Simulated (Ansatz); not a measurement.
B$_{6}$N (doublet)

Input file:

```
crystal:
  periodic: [false, false, false]
  atoms:
    - {symbol: N, position_ang: [-1.934746, 0.800228, 0.150604]}
    - {symbol: B, position_ang: [2.148820, 0.080042, -0.088836]}
    - {symbol: B, position_ang: [0.903345, 0.942267, 0.036280]}
    - {symbol: B, position_ang: [-0.233340, -1.405658, -0.103504]}
    - {symbol: B, position_ang: [1.299075, -1.192188, -0.154143]}
    - {symbol: B, position_ang: [-0.670575, 1.240450, 0.130170]}
    - {symbol: B, position_ang: [-1.512578, -0.465140, 0.029418]}
basis:
  gaussian: {orbitals: def2-TZVP, initial_orbitals: start.molden}
magnetization: {spin_polarized: true, initial_magnetization: 1}
hamiltonian: {xc: pbe0, dispersion: d4}
scf: {omitted_lower_state_checks: [starts]}
output: {orbitals: {seedname: orbitals}}
```

Run with:

```sh
ansatz run in.yaml --threads 4 --pin off --events-out ev --progress --plain --max-ram 4787MiB
```

Geometry: B3LYP-D4/def2-SVP.

These are results of Ansatz 0.2.0, UKS PBE0-D4/def2-TZVP, not measurements.

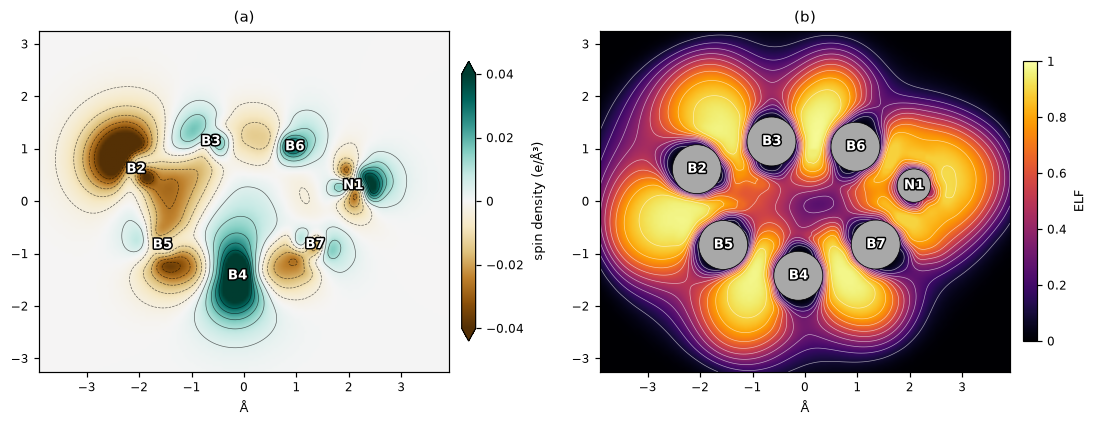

Figure 1. (a) spin density; (b) electron localisation function on the molecular plane. Grey discs cover the atomic cores in the ELF map.

Question: What does the map show?

Answer:
- The section cuts through N and B sites.
- B–N (1.34 Å): the ELF peaks at about 0.90 between the atoms; a polar covalent bond.
- B–B (1.52 Å): the ELF peaks at about 0.90 between the atoms (localised, covalent bonding).
- B–B (1.59 Å): the ELF peaks at about 0.95 between the atoms; a covalent bond.
- The ELF also peaks beside N1, away from the bonds: non-bonding electrons, paired or unpaired.
- The unpaired spin (1 electron) lies mostly on B4 (about 0.4), B7 (about 0.2), B3 (about 0.2) and B6 (about 0.2), in electrons by Hirshfeld's partition, with opposite, polarisation-induced spin on B2.

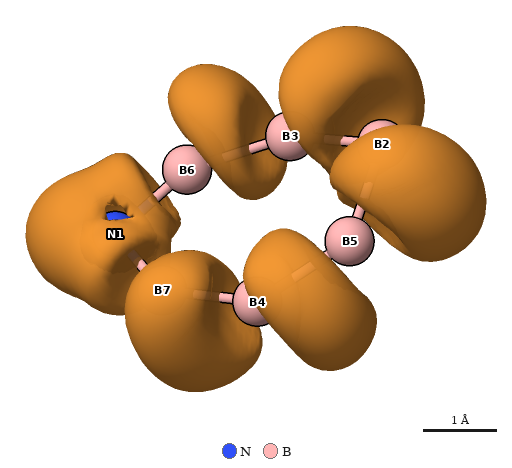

Figure 2. Isosurface of the ELF at 0.75 (orange), seen at a tilt. Core shells and regions of very low density are left out.

Question: Describe the localisation domains.

Answer: The surface consists of two regions between bonded B–B atoms (shared pairs), three regions on B in which the atom's valence shell and bonds are merged and one region on N in which the atom's valence shell and bonds are merged.

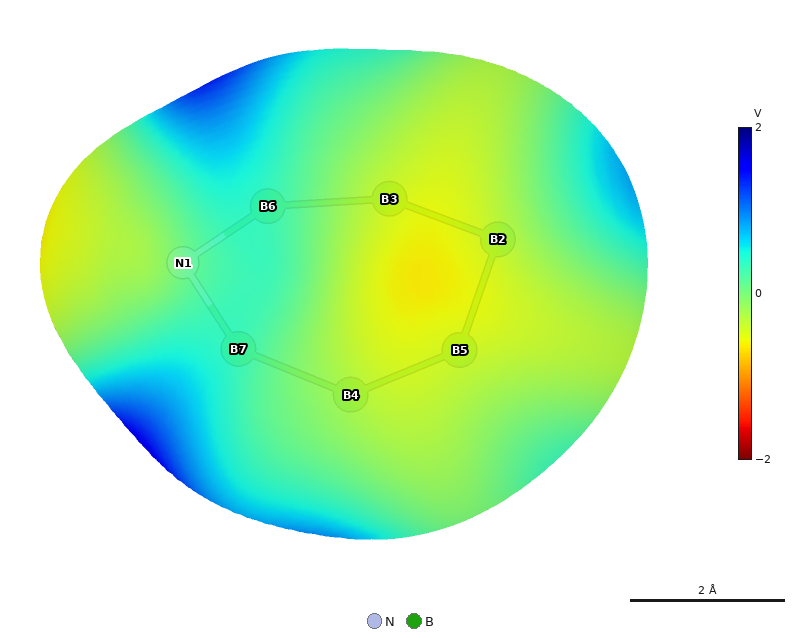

Figure 3. The electrostatic potential painted on the density surface at 0.001 e/bohr³, seen across its widest extent; red is negative and blue positive.

Question: Describe the electrostatic potential map.

Answer: The most negative region (about −0.6 V) lies over N1, B2, B3 and B5, the most positive (about +1.6 V) over B7.

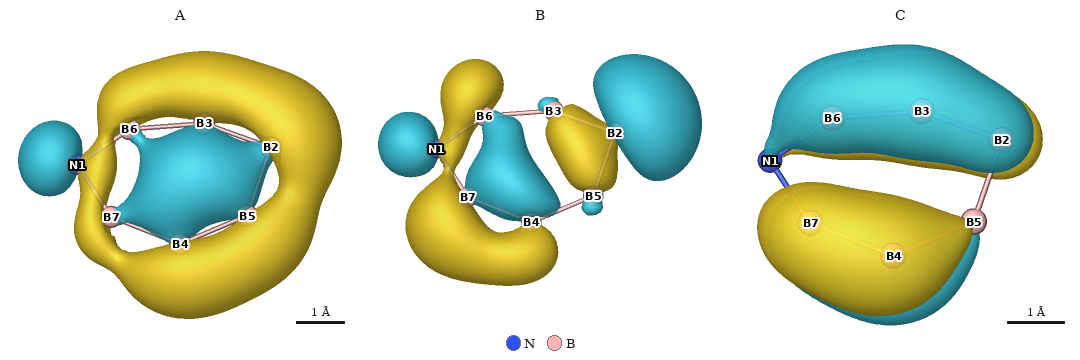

Figure 4. Three frontier orbitals at ±0.08 Å⁻³ᐟ² (yellow and cyan are the two phases), in no order.

Question: Order the three orbitals by energy and name them. All are α orbitals.

Answer: A is the HOMO−1 (α) (−7.33 eV). It lies mainly on B2 (about 20 %), B4 (about 20 %), B5 (about 20 %), B3 (about 20 %), N1 (about 10 %) and B6 (about 5 %); it is symmetric in the molecular plane (an in-plane orbital: σ, lone-pair or in-plane π type). C is the HOMO (α) (−5.91 eV). Its weight (Hirshfeld) is mainly on B4 (about 30 %), B3 (about 20 %), B7 (about 20 %), B6 (about 15 %) and B2 (about 10 %); it changes sign across the molecular plane (π type); π-bonding across B2–B3, B3–B6 and B4–B7. B is the LUMO (α) (−3.60 eV). It lies mainly on B2 (about 40 %), B7 (about 20 %), B4 (about 10 %), N1 (about 10 %), B6 (about 5 %) and B3 (about 5 %); it is symmetric in the molecular plane (an in-plane orbital: σ, lone-pair or in-plane π type).

Question: What is the gap between the highest occupied and lowest empty α orbitals?

Answer: 2.31 eV between the orbital energies.
